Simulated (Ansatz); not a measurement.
```xyz
14

C    -1.2671   -1.5443    0.3421
C     0.0029   -1.1200    0.2945
O     0.9997   -1.9796    0.6535
C     0.3985    0.2207   -0.1729
C     1.6554    0.4693   -0.5814
Si   -0.8455    1.6297   -0.1432
H    -1.5006   -2.5419    0.6964
H    -2.0792   -0.9260   -0.0210
H     1.7607   -1.4544    0.9386
H     2.4142   -0.3111   -0.6444
H     1.9684    1.4566   -0.9083
H    -2.0345    1.3313   -0.9892
H    -0.1675    2.8426   -0.6786
H    -1.3183    1.8980    1.2428
```

Computed with RKS PBE0-D4/6-31G* (Ansatz).

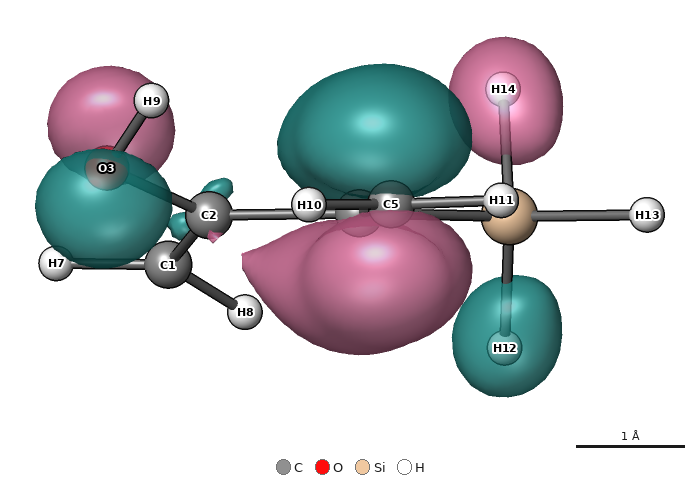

C₄H₈OSi (SMILES C=C(O)C(=C)[SiH3]). The HOMO−1 at ±0.15 Å⁻³ᐟ² (teal and pink are the two phases), seen from one side.

### Where does this orbital lie, and at what energy?

Its weight (Hirshfeld) is mainly on C4 (about 25 %), C5 (about 25 %), O3 (about 15 %) and Si6 (about 10 %). Its energy is −8.28 eV.
